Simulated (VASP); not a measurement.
# A VASP study of BaTi2Bi2O (PBEsol): structure first, properties next, part 2 of 4

Aim: relax BaTi2Bi2O, then compute properties on the relaxed cell. The start is a computed cell from the Materials Project.

VASP 6.6.1; PBEsol, no spin polarisation; plane waves and PAW (Ba_sv, Ti_sv, Bi_d, O).

Still holding for the runs below: This run has no spin polarisation, although Ti can carry a moment. The k-mesh is coarse for a metal.

So far. Step 2 (Relaxing cell and atoms (PBEsol)): It ends with forces under 0.001 eV/Å and a pressure of 0.04 GPa. The relaxed cell has a = 4.057, c = 8.508 Å (conventional setting).

**3. Second relaxation**

A relaxation keeps the plane waves of the cell it began with, so it is repeated from the new cell, on a basis made for it.

Contents of INCAR:

```
SYSTEM = BaTi2Bi2O
PREC = Accurate
ENCUT = 520
EDIFF = 1E-06
NELM = 100
ISMEAR = 0
SIGMA = 0.05
LREAL = .FALSE.
ALGO = Normal
GGA = PS
NBANDS = 43
LASPH = .TRUE.
LORBIT = 11
LWAVE = .FALSE.
LCHARG = .FALSE.
KPAR = 4
IBRION = 2
NSW = 60
ISIF = 3
EDIFFG = -0.01
```

Contents of POSCAR:

```
BaTi2Bi2O
1.0
    4.0570174679      0.0000000000      0.0000000000
    0.0000000000      4.0570174679      0.0000000000
    0.0000000000      0.0000000000      8.5078441849
Ba Ti Bi O
1 2 2 1
Direct
    0.5000000000      0.5000000000      0.5000000000
    0.0000000000      0.5000000000      0.0000000000
    0.5000000000      0.0000000000      0.0000000000
    0.0000000000      0.0000000000      0.2485024431
    0.0000000000      0.0000000000      0.7514975569
    0.5000000000      0.5000000000      0.0000000000
```

Contents of KPOINTS:

```
Automatic mesh
0
Gamma
7 7 3
0 0 0
```

Potentials, in the order of the species: Ba_sv, Ti_sv, Bi_d and O (PBE family, release 64).

The run is started by

```
$ mpirun -np 4 vasp_std
```

The program printed:

```text
[banner, memory and clock lines left out]
running    4 mpi-ranks, on    1 nodes
 distrk:  each k-point on    1 cores,    4 groups
 distr:  one band on    1 cores,    1 groups

 POSCAR found type information on POSCAR BaTiBiO
 POSCAR found :  4 types and       6 ions
 [... a notice as in an earlier step ...]

 LDA part: xc-table for (Slater+PW92), standard interpolation
 POSCAR, INCAR and KPOINTS ok, starting setup
 FFT: planning ... GRIDC
 FFT: planning ... GRID_SOFT
 FFT: planning ... GRID
 WAVECAR not read
 entering main loop
       N       E                     dE             d eps       ncg     rms          rms(c)
DAV:   1     0.942403707034E+03    0.94240E+03   -0.34956E+04  1720   0.191E+03
DAV:   2     0.994356309952E+02   -0.84297E+03   -0.82430E+03  1744   0.564E+02
DAV:   3    -0.352627072631E+02   -0.13470E+03   -0.13206E+03  2689   0.217E+02
DAV:   4    -0.454540457413E+02   -0.10191E+02   -0.10114E+02  2744   0.531E+01
DAV:   5    -0.461137908353E+02   -0.65975E+00   -0.65879E+00  2584   0.987E+00    0.189E+01
DAV:   6    -0.432811060487E+02    0.28327E+01   -0.69022E+01  2560   0.390E+01    0.124E+01
DAV:   7    -0.406367872883E+02    0.26443E+01   -0.23540E+01  2361   0.245E+01    0.630E+00
DAV:   8    -0.404315864329E+02    0.20520E+00   -0.20593E+00  2127   0.680E+00    0.252E+00
DAV:   9    -0.404063458450E+02    0.25241E-01   -0.80347E-01  2600   0.414E+00    0.153E+00
DAV:  10    -0.403884873953E+02    0.17858E-01   -0.14479E-01  2352   0.204E+00    0.590E-01
DAV:  11    -0.403897558185E+02   -0.12684E-02   -0.21548E-02  2160   0.701E-01    0.253E-01
DAV:  12    -0.403889820606E+02    0.77376E-03   -0.63759E-03  2568   0.326E-01    0.622E-02
DAV:  13    -0.403889286390E+02    0.53422E-04   -0.36355E-04  2264   0.115E-01    0.266E-02
DAV:  14    -0.403889405277E+02   -0.11889E-04   -0.64488E-05  2624   0.493E-02    0.824E-03
DAV:  15    -0.403889409023E+02   -0.37455E-06   -0.10419E-05  2240   0.216E-02    0.478E-03
DAV:  16    -0.403889404167E+02    0.48558E-06   -0.23070E-06  1728   0.825E-03
   1 F= -.40388940E+02 E0= -.40386593E+02  d E =-.403889E+02
 curvature:   0.00 expect dE= 0.000E+00 dE for cont linesearch  0.000E+00
 trial: gam= 0.00000 g(F)=  0.727E-07 g(S)=  0.771E-05 ort = 0.000E+00 (trialstep = 0.100E+01)
 search vector abs. value=  0.778E-05
 reached required accuracy - stopping structural energy minimisation
```

Elapsed: 34 s, on 4 MPI ranks of Intel Xeon Platinum 8124M at 3.00GHz (Skylake/Cascade Lake), shared host; peak memory 1.3 GiB.

Parts of OUTCAR (step 3):

```text
  LATTYP: Found a simple tetragonal cell.
 ALAT       =     4.0570174679
 C/A-ratio  =     2.0970686600

The static configuration has the point symmetry D_4h.

 Found     20 irreducible k-points:

   dimension x,y,z NGX =    30 NGY =   30 NGZ =   64
   dimension x,y,z NGXF=    60 NGYF=   60 NGZF=  128

   ENCUT  =  520.0 eV  38.22 Ry    6.18 a.u.   7.54  7.54 15.82*2*pi/ulx,y,z

   NELECT =      70.0000    total number of electrons

 E-fermi :   6.9207

 k-point     1 :       0.0000    0.0000    0.0000
  band No.  band energies     occupation
    ...
     31       5.0347      2.00000
     32       5.3784      2.00000
     33       5.6142      2.00000
     34       6.6137      2.00000
     35       6.8384      1.98011
     36       7.2687      0.00000
     37       7.2687      0.00000
     38       7.7693      0.00000
     39       8.1049      0.00000
     40       8.1049      0.00000
    ...

 k-point     2 :       0.1429    0.0000    0.0000
  band No.  band energies     occupation
    ...
     31       5.1591      2.00000
     32       5.4394      2.00000
     33       5.5262      2.00000
     34       5.9300      2.00000
     35       6.3072      2.00000
     36       7.2810      0.00000
     37       7.5468      0.00000
     38       7.9425      0.00000
     39       7.9939      0.00000
     40       8.1152      0.00000
    ...

  Total       -0.0139953     -0.0139953     -0.0238133      0.0000000     -0.0000000      0.0000000
  in kB       -0.1601255     -0.1601255     -0.2724560      0.0000000     -0.0000000      0.0000000
  external PRESSURE =      -0.1975690 kB  Pullay stress =       0.0000000 kB

  energy-cutoff  :      520.00
  volume of cell :      140.03
      direct lattice vectors                 reciprocal lattice vectors
     4.057017468  0.000000000  0.000000000     0.246486491  0.000000000  0.000000000
     0.000000000  4.057017468  0.000000000     0.000000000  0.246486491  0.000000000
     0.000000000  0.000000000  8.507844185     0.000000000  0.000000000  0.117538589

 POSITION                                       TOTAL-FORCE (eV/Angst)
 -----------------------------------------------------------------------------------
      2.02851      2.02851      4.25392        -0.000000      0.000000      0.000000
      0.00000      2.02851      0.00000        -0.000000      0.000000      0.000000
      2.02851      0.00000      0.00000        -0.000000      0.000000      0.000000
      0.00000      0.00000      2.11422         0.000000     -0.000000      0.000868
      0.00000      0.00000      6.39362        -0.000000     -0.000000     -0.000868
      2.02851      2.02851      0.00000        -0.000000      0.000000      0.000000
 -----------------------------------------------------------------------------------
    total drift:                                0.000000     -0.000000      0.000000

  FREE ENERGIE OF THE ION-ELECTRON SYSTEM (eV)
  ---------------------------------------------------
  free  energy   TOTEN  =       -40.3889404167 eV

  energy  without entropy=      -40.3842453271  energy(sigma->0) =      -40.38659287

 total charge
# of ion       s       p       d       tot
------------------------------------------
    1        2.014   5.565   0.365   7.944
    2        2.175   6.141   1.966  10.283
    3        2.175   6.141   1.966  10.283
    4        1.439   1.686   9.898  13.023
    5        1.439   1.686   9.898  13.023
    6        1.559   3.463   0.000   5.022
--------------------------------------------------
tot         10.801  24.682  24.094  59.577

[... 4 parts as in an earlier step ...]

[... 6 further parts left out ...]
```

Little changed from the start: no atom moved by 0.005 Å and no cell edge by 0.1 %.

Numbers from this step:

- pressure: -0.01976 GPa
- SCF cycles over all ionic steps: 16

It ends with a largest force of 0.001 eV/Å and a pressure of -0.02 GPa. The volume moved by under 0.01 %: the run met its threshold at the first step.

**4. Single point with fields (PBEsol)**

The relaxed cell gets a fresh self-consistent run, on a basis set for its own volume, to fix the density and to check the remaining stress.

Edit INCAR of step 3 so:

```diff
@@ -14,7 +14,5 @@
 LWAVE = .FALSE.
-LCHARG = .FALSE.
-KPAR = 4
-IBRION = 2
-NSW = 60
-ISIF = 3
-EDIFFG = -0.01
+LCHARG = .TRUE.
+ISIF = 2
+LELF = .TRUE.
+LVHAR = .TRUE.
```

POSCAR is that of step 3.

KPOINTS is that of step 3.

The run is started by

```
$ mpirun -np 4 vasp_std
```

The program printed:

```text
[banner, memory and clock lines left out]
running    4 mpi-ranks, on    1 nodes
 distrk:  each k-point on    4 cores,    1 groups
 distr:  one band on    1 cores,    4 groups

 POSCAR found type information on POSCAR BaTiBiO
 POSCAR found :  4 types and       6 ions
 [... a notice as in an earlier step ...]

 LDA part: xc-table for (Slater+PW92), standard interpolation
|                                                                             |
|           W    W    AA    RRRRR   N    N  II  N    N   GGGG   !!!           |
|           W    W   A  A   R    R  NN   N  II  NN   N  G    G  !!!           |
|           W    W  A    A  R    R  N N  N  II  N N  N  G       !!!           |
|           W WW W  AAAAAA  RRRRR   N  N N  II  N  N N  G  GGG   !            |
|           WW  WW  A    A  R   R   N   NN  II  N   NN  G    G                |
|           W    W  A    A  R    R  N    N  II  N    N   GGGG   !!!           |
|                                                                             |
|     The number of bands has been changed from the values supplied in        |
|     The orbitals not found in the WAVECAR file will be initialized with     |
|     random numbers, which is usually adequate. For correlated               |
|     calculations, however, you should redo the groundstate calculation.     |
|     I found NBANDS = 43. Now, NBANDS = 44.                                  |
|                                                                             |

 POSCAR, INCAR and KPOINTS ok, starting setup
 FFT: planning ... GRIDC
 FFT: planning ... GRID_SOFT
 FFT: planning ... GRID
 WAVECAR not read
 entering main loop
       N       E                     dE             d eps       ncg     rms          rms(c)
DAV:   1     0.953580825539E+03    0.95358E+03   -0.35116E+04  1760   0.187E+03
DAV:   3    -0.350437631632E+02   -0.13505E+03   -0.13233E+03  2672   0.215E+02
DAV:   4    -0.454594977168E+02   -0.10416E+02   -0.10313E+02  2800   0.527E+01
DAV:   5    -0.461135146480E+02   -0.65402E+00   -0.65314E+00  2576   0.986E+00    0.189E+01
DAV:   6    -0.433130114582E+02    0.28005E+01   -0.64863E+01  2612   0.382E+01    0.125E+01
DAV:   7    -0.406499198352E+02    0.26631E+01   -0.22480E+01  2392   0.241E+01    0.640E+00
DAV:   8    -0.404367655716E+02    0.21315E+00   -0.19882E+00  2204   0.662E+00    0.257E+00
DAV:   9    -0.404069429573E+02    0.29823E-01   -0.78012E-01  2652   0.412E+00    0.155E+00
DAV:  10    -0.403885503286E+02    0.18393E-01   -0.13949E-01  2456   0.202E+00    0.587E-01
DAV:  11    -0.403897088931E+02   -0.11586E-02   -0.21247E-02  2304   0.684E-01    0.258E-01
DAV:  12    -0.403889819182E+02    0.72697E-03   -0.59801E-03  2544   0.316E-01    0.627E-02
DAV:  13    -0.403889278988E+02    0.54019E-04   -0.37475E-04  2344   0.114E-01    0.278E-02
DAV:  14    -0.403889408111E+02   -0.12912E-04   -0.67462E-05  2704   0.493E-02    0.982E-03
DAV:  15    -0.403889409407E+02   -0.12956E-06   -0.12635E-05  2336   0.235E-02    0.513E-03
DAV:  16    -0.403889404286E+02    0.51209E-06   -0.21965E-06  1720   0.818E-03
   1 F= -.40388940E+02 E0= -.40386593E+02  d E =-.469503E-02
```

It took 36 s on 4 MPI ranks; peak memory 0.76 GiB.

OUTCAR, selected parts (step 4):

```text
The static configuration has the point symmetry D_4h.

 Found     20 irreducible k-points:

   k-points           NKPTS =     20   k-points in BZ     NKDIM =     20   number of bands    NBANDS=     44

   NELECT =      70.0000    total number of electrons

 E-fermi :   6.9207

 k-point     1 :       0.0000    0.0000    0.0000
  band No.  band energies     occupation
    ...
     31       5.0346      2.00000
     32       5.3784      2.00000
     33       5.6142      2.00000
     34       6.6137      2.00000
     35       6.8384      1.98008
     36       7.2687      0.00000
     37       7.2687      0.00000
     38       7.7693      0.00000
     39       8.1049      0.00000
     40       8.1049      0.00000
    ...

 k-point     2 :       0.1429    0.0000    0.0000
  band No.  band energies     occupation
    ...
     31       5.1591      2.00000
     32       5.4394      2.00000
     33       5.5262      2.00000
     34       5.9300      2.00000
     35       6.3072      2.00000
     36       7.2810      0.00000
     37       7.5468      0.00000
     38       7.9425      0.00000
     39       7.9938      0.00000
     40       8.1152      0.00000
    ...

  Total       -0.0141574     -0.0141574     -0.0237733      0.0000000      0.0000000      0.0000000
  in kB       -0.1619801     -0.1619801     -0.2719992      0.0000000      0.0000000      0.0000000
  external PRESSURE =      -0.1986531 kB  Pullay stress =       0.0000000 kB

 POSITION                                       TOTAL-FORCE (eV/Angst)
 -----------------------------------------------------------------------------------
      2.02851      2.02851      4.25392         0.000000     -0.000000      0.000000
      0.00000      2.02851      0.00000         0.000000     -0.000000      0.000000
      2.02851      0.00000      0.00000         0.000000     -0.000000      0.000000
      0.00000      0.00000      2.11422        -0.000000      0.000000      0.000938
      0.00000      0.00000      6.39362         0.000000      0.000000     -0.000938
      2.02851      2.02851      0.00000         0.000000     -0.000000      0.000000
 -----------------------------------------------------------------------------------
    total drift:                                0.000000     -0.000000      0.000000

  FREE ENERGIE OF THE ION-ELECTRON SYSTEM (eV)
  ---------------------------------------------------
  free  energy   TOTEN  =       -40.3889404286 eV

  energy  without entropy=      -40.3842453980  energy(sigma->0) =      -40.38659291

[... 10 parts as in an earlier step ...]

[... 3 further parts left out ...]
```

Numbers from this step:

```
electronic steps : 16
bands            : 44
pressure         : -0.01987 GPa
```

Valence electrons inside each PAW sphere by angular momentum. Sphere charges, by row:

```tsv
atom	s (e)	p (e)	d (e)	tot (e)
Ba1	2.014	5.565	0.365	7.944
Ti2	2.175	6.141	1.966	10.28
Ti3	2.175	6.141	1.966	10.28
Bi4	1.439	1.686	9.898	13.02
Bi5	1.439	1.686	9.898	13.02
O6	1.559	3.463	0	5.022
```

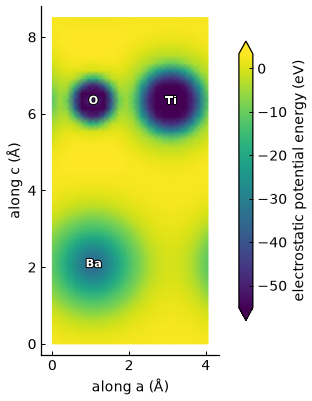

Electrostatic potential energy in the ac plane at fractional y = 0.500, with atoms of Ba and Ti and O within 0.2 Å of it. With pseudopotentials it is smooth inside the atoms' cores, unlike the true potential. The map starts off the cell's origin, so that atoms lie inside it.

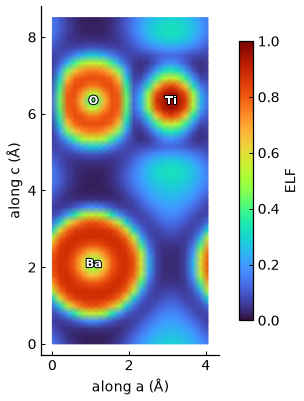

ELF in the ac plane at fractional y = 0.500, with atoms of Ba and Ti and O within 0.2 Å of it. It is the smooth field of the valence electrons, not physical close to the nuclei. The map starts off the cell's origin, so that atoms lie inside it.

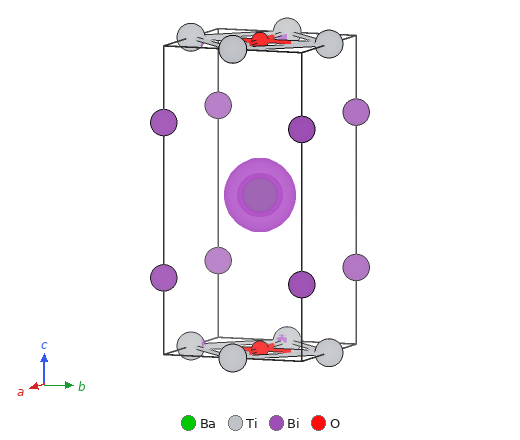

Surface of ELF = 0.85.

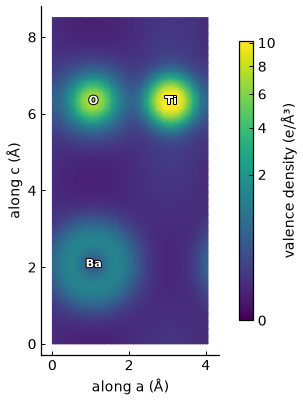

Valence density in the ac plane at fractional y = 0.500, with atoms of Ba and Ti and O within 0.2 Å of it. It is the smooth field of the valence electrons, not physical close to the nuclei. The map starts off the cell's origin, so that atoms lie inside it. The colour scale is stretched toward low values.

In this run the pressure is -0.02 GPa, small enough to go on.

[end of part 2 of 4]

[Lines on the potential files, build, host, timing and source positions are cut from VASP's logs without a mark.]

[Logs are printed without paths, hosts, clocks, repeated set-up lines and the standing remarks that a program may print on its own settings, such as how far it seeks lower states.]

[Hosts, paths, dates, database ids (printed as entryN), source tags and the programs' standing remarks are cut or masked in the printed files.]

[A measured line is paired with the nearest computed mode of its activity, which favours agreement.]
